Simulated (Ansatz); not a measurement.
Potential energy curve for ClMg (cation, charge +1), lowest triplet found (which spin is the ground state isn't settled by this scan).

ROCCSDT = CCSDT on ROHF/cc-pVDZ, frozen core run with Ansatz (a program for electronic structure); ROHF/cc-pVDZ (Ansatz); UMP2 = MP2 on UHF/cc-pVDZ, frozen core (Ansatz).

Energies are in eV, each relative to the lowest point of its own curve between 2.21 and 3.27 Å, where full CI is lowest.

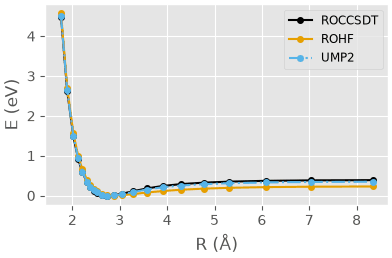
*Energy against bond length for each method.*

```csv
R / Å,ROCCSDT,ROHF,UMP2
1.76,4.490,4.576,4.510
1.89,2.627,2.710,2.644
2.02,1.486,1.566,1.502
2.12,0.927,1.003,0.941
2.21,0.584,0.656,0.597
2.31,0.329,0.394,0.341
2.38,0.208,0.267,0.219
2.45,0.123,0.175,0.132
2.51,0.072,0.117,0.080
2.63,0.016,0.044,0.019
2.74,0.000,0.012,0.000
2.88,0.010,0.000,0.005
3.04,0.044,0.008,0.033
3.27,0.105,0.035,0.086
3.57,0.178,0.075,0.152
3.91,0.241,0.113,0.208
4.30,0.288,0.146,0.251
4.78,0.324,0.174,0.286
5.31,0.349,0.194,0.309
6.08,0.369,0.211,0.329
7.04,0.381,0.222,0.341
8.34,0.387,0.227,0.346
```

At the longest distance, 8.34 Å, ROCCSDT lies highest above its minimum (0.387 eV) and ROHF lowest (0.227 eV).
